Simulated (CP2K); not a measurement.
**C2H6FSn (SMILES C[CH2][SnH][F]): GFN1-xTB**

What is the energy change on altering one bond length of C2H6FSn at GFN1-xTB? 

The results are computed with CP2K 2026.2.

4 further runs of the same task are left out: 1 that didn't finish, 3 set aside as unsound or not needed.

**1. Starting point**

C2H6FSn: 10 atoms, total charge 0, spin state doublet. As SMILES, `C[CH2][SnH][F]`. The shape comes from GFN2-xTB, which is rough for such elements, and wasn't checked as a minimum. This is one conformer, not always the lowest.

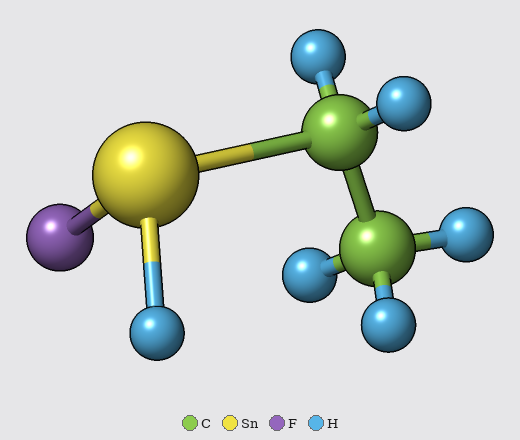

Viewed from a chosen angle; carbon green, tin yellow, fluorine purple, hydrogen blue.

**2. The energy at GFN1-xTB**

molecule.pdb

```
HETATM    1 C    MOL A   1      -0.767   0.855   0.008  1.00  0.00           C
HETATM    2 C    MOL A   1      -0.250  -0.207   0.928  1.00  0.00           C
HETATM    3 Sn   MOL A   1       1.512  -1.375  -0.256  1.00  0.00          SN
HETATM    4 F    MOL A   1       0.338  -1.793  -1.887  1.00  0.00           F
HETATM    5 H    MOL A   1      -1.190   0.418  -0.893  1.00  0.00           H
HETATM    6 H    MOL A   1      -1.552   1.429   0.510  1.00  0.00           H
HETATM    7 H    MOL A   1       0.020   1.550  -0.279  1.00  0.00           H
HETATM    8 H    MOL A   1       0.203   0.185   1.835  1.00  0.00           H
HETATM    9 H    MOL A   1      -0.981  -0.981   1.152  1.00  0.00           H
HETATM   10 H    MOL A   1       2.667  -0.081  -1.116  1.00  0.00           H
END
```

calc.inp

```
&GLOBAL
  PROJECT calc
  RUN_TYPE ENERGY
  PRINT_LEVEL MEDIUM
&END

&FORCE_EVAL
  METHOD QS
  &DFT
    CHARGE 0
    MULTIPLICITY 2
    LSD T
    &QS
      METHOD XTB
      EPS_DEFAULT 1.0E-10
      &XTB
        GFN_TYPE 1
        CHECK_ATOMIC_CHARGES F
      &END
    &END
    &POISSON
      PERIODIC NONE
      POISSON_SOLVER ANALYTIC
    &END
    &SCF
      SCF_GUESS ATOMIC
      EPS_SCF 1.0E-06
      MAX_SCF 100
      &DIAGONALIZATION
        ALGORITHM STANDARD
      &END
      &MIXING
        METHOD DIRECT_P_MIXING
        ALPHA 0.4
      &END
    &END
    &PRINT
      &MOMENTS
        PERIODIC F
        REFERENCE COM
        MAX_MOMENT 1
      &END
      &MO ON
        ENERGIES T
        OCCUPATION_NUMBERS T
        NDIGITS 6
        &EACH
          QS_SCF 0
        &END
        ADD_LAST NUMERIC
      &END
      &HIRSHFELD OFF
      &END
    &END
  &END
  &SUBSYS
    &CELL
      ABC [angstrom] 20.2 19.3 19.7
      PERIODIC NONE
    &END
    &TOPOLOGY
      COORD_FILE_NAME molecule.pdb
      COORD_FILE_FORMAT PDB
      CONN_FILE_FORMAT OFF
      &CENTER_COORDINATES
      &END
    &END
  &END
&END
```

Command:

```sh
$ OMP_NUM_THREADS=1 cp2k.psmp -i calc.inp > calc.out 2>&1
```

What it wrote:

```text
CP2K| version string:                                       CP2K version 2026.2
[...]
 GLOBAL| Method name                                                        CP2K
[...]
 GLOBAL| Run type                                                         ENERGY
[...]
                             - Atoms:                                         10
[...]
                             - Spherical basis functions:                     33
[...]
 Number of electrons:                                                         13
[...]
     1 P_Mix/Diag. 0.40E+00    0.0     0.69097977       -14.9955159756 -1.50E+01
[...]
    16 DIIS/Diag.  0.99E-07    0.0     0.00000037       -15.0703855123 -3.05E-12
  *** SCF run converged in    16 steps ***
[...]
 TB_DIPOLE| Moment [Debye]          0.87752874       0.98259241       3.50570350
 TB_DIPOLE| Derivative [a.u.]       0.00000000       0.00000000       0.00000000
[...]
 ENERGY| Total FORCE_EVAL ( QS ) energy [hartree]            -15.070385512348803
[...]
```

Wall time 0.92 s (1 thread of Intel Xeon Platinum 8488C (Sapphire Rapids), shared host); peak memory 0.2 GiB.

**3. The distorted shape**

molecule.pdb

```
HETATM    1 C    MOL A   1      -0.619   1.008   0.323  1.00  0.00           C
HETATM    2 C    MOL A   1      -0.102  -0.054   1.243  1.00  0.00           C
HETATM    3 Sn   MOL A   1       1.660  -1.222   0.060  1.00  0.00          SN
HETATM    4 F    MOL A   1       0.486  -1.640  -1.572  1.00  0.00           F
HETATM    5 H    MOL A   1      -1.190   0.418  -0.893  1.00  0.00           H
HETATM    6 H    MOL A   1      -1.404   1.582   0.825  1.00  0.00           H
HETATM    7 H    MOL A   1       0.169   1.703   0.037  1.00  0.00           H
HETATM    8 H    MOL A   1       0.351   0.338   2.150  1.00  0.00           H
HETATM    9 H    MOL A   1      -0.833  -0.828   1.467  1.00  0.00           H
HETATM   10 H    MOL A   1       2.815   0.072  -0.801  1.00  0.00           H
END
```

gas.inp

```
&GLOBAL
  PROJECT_NAME gas
  RUN_TYPE ENERGY
  PRINT_LEVEL MEDIUM
&END GLOBAL
&FORCE_EVAL
  METHOD QS
  &DFT
    MULTIPLICITY 2
    UKS T
    &QS
      METHOD XTB
      EPS_DEFAULT 1.0E-10
      &XTB
        GFN_TYPE 1
        CHECK_ATOMIC_CHARGES F
      &END XTB
    &END QS
    &POISSON
      PERIODIC NONE
      POISSON_SOLVER ANALYTIC
    &END POISSON
    &SCF
      SCF_GUESS ATOMIC
      EPS_SCF 1.0E-06
      MAX_SCF 100
      &DIAGONALIZATION
        ALGORITHM STANDARD
      &END DIAGONALIZATION
      &MIXING
        METHOD DIRECT_P_MIXING
        ALPHA 0.4
      &END MIXING
    &END SCF
    &PRINT
      &MOMENTS
        PERIODIC F
        REFERENCE COM
        MAX_MOMENT 1
      &END MOMENTS
      &MO ON
        ENERGIES T
        OCCUPATION_NUMBERS T
        NDIGITS 6
        &EACH
          QS_SCF 0
        &END EACH
        ADD_LAST NUMERIC
      &END MO
      &HIRSHFELD OFF
      &END HIRSHFELD
    &END PRINT
  &END DFT
  &SUBSYS
    &CELL
      ABC 20.2 19.3 19.7
      PERIODIC NONE
    &END CELL
    &TOPOLOGY
      COORD_FILE_NAME molecule.pdb
      COORD_FILE_FORMAT PDB
      CONN_FILE_FORMAT OFF
      &CENTER_COORDINATES
      &END CENTER_COORDINATES
    &END TOPOLOGY
  &END SUBSYS
&END FORCE_EVAL
```

Command:

```sh
$ OMP_NUM_THREADS=1 cp2k.psmp -i gas.inp -o gas.out
```

What it wrote:

```text
CP2K| version string:                                       CP2K version 2026.2
[...]
 GLOBAL| Method name                                                        CP2K
[...]
 GLOBAL| Run type                                                         ENERGY
[...]
                             - Atoms:                                         10
[...]
                             - Spherical basis functions:                     33
[...]
 Number of electrons:                                                         13
[...]
     1 P_Mix/Diag. 0.40E+00    0.0     0.68247161       -14.9477106925 -1.49E+01
[...]
    15 DIIS/Diag.  0.47E-06    0.0     0.00000080       -15.0251405752 -1.53E-12
  *** SCF run converged in    15 steps ***
[...]
 TB_DIPOLE| Moment [Debye]          0.91571774       0.98191393       3.57188766
 TB_DIPOLE| Derivative [a.u.]       0.00000000       0.00000000       0.00000000
[...]
 ENERGY| Total FORCE_EVAL ( QS ) energy [hartree]            -15.025140575204638
[...]
```

Wall time 0.94 s (1 thread of Intel Xeon Platinum 8488C (Sapphire Rapids), shared host); peak memory 0.19 GiB.

**4. Outcome**

Level: GFN1-xTB.

```
                                                         quantity         value
                                        first shape: total energy  -15.07039 Eh
           first shape: dipole moment (from atomic charges alone)        3.75 D
                  first shape: HOMO energy (highest over α and β)     -10.63 eV
                                   first shape: dispersion energy  -7.70 kJ/mol
                                    distorted shape: total energy  -15.02514 Eh
       distorted shape: dipole moment (from atomic charges alone)        3.82 D
              distorted shape: HOMO energy (highest over α and β)     -10.64 eV
                               distorted shape: dispersion energy  -8.28 kJ/mol
energy change with the C1–H5 bond stretched from 1.087 to 1.467 Å      1.231 eV
```

What this shows: With the C1–H5 bond stretched from 1.087 to 1.467 Å the energy rises by 1.23 eV (119 kJ/mol). The first shape isn't relaxed at this level, so the change isn't measured from a minimum. The dipole (first shape) comes from point charges on the atoms alone, without atomic dipoles, so it is partial. The dipole (distorted shape) comes from point charges on the atoms alone, without atomic dipoles, so it is partial.
